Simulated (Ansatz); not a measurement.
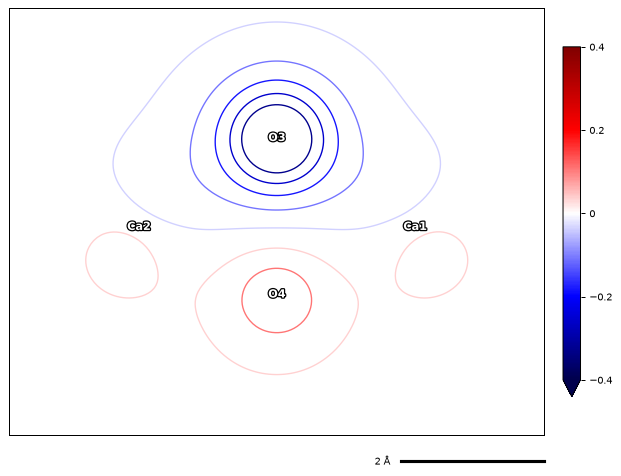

The picture shows: Ca₂O₂ (quintet). The LUMO (β) on a plane 0.8 Å above the molecular plane (values in Å⁻³ᐟ²; the overall sign is arbitrary).

Geometry: PBE0-D4/def2-TZVP.

Theory: UKS PBE0-D4/def2-TZVP in Ansatz.

```xyz
4

Ca   -1.8385   -0.5814   -0.0899
Ca    1.8767    0.4384    0.1093
O    -0.2987    1.1184   -0.1542
O     0.2605   -0.9754    0.1347
```

> What is the character of this orbital?

Its weight (Hirshfeld) is mainly on O3 (about 75 %) and O4 (about 10 %); it changes sign across the molecular plane (π type); π-bonding across Ca1–O4 and Ca2–O4. Its energy is −4.18 eV.
